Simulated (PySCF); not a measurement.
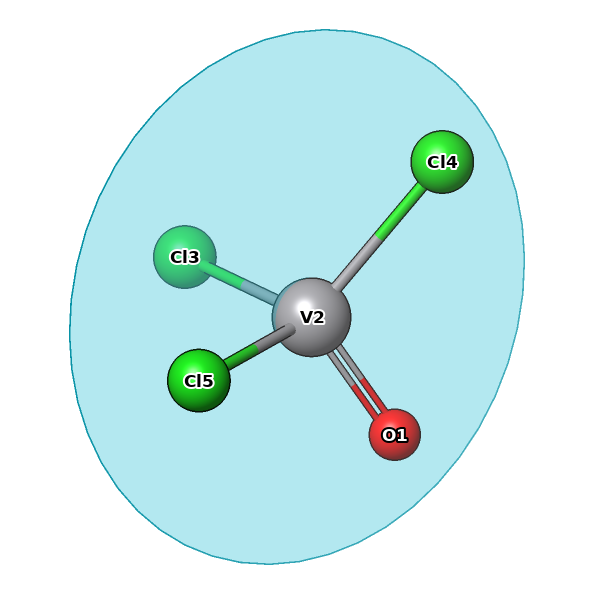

A disc through the centre of mass is drawn in. Depth is shown by fading: the farther an atom, the more it takes the colour of the background. The species is neutral and a spin singlet. The computed structure is the end point of a PBE0-D3(BJ)/def2-TZVP optimisation. No frequency run is at hand to confirm it as a minimum.

Is the plane of the disc a mirror plane of the structure?

Answer. No. The point group is C3v, with 1 C3 axis and 3 mirror planes, and this plane isn't one of its mirror planes.
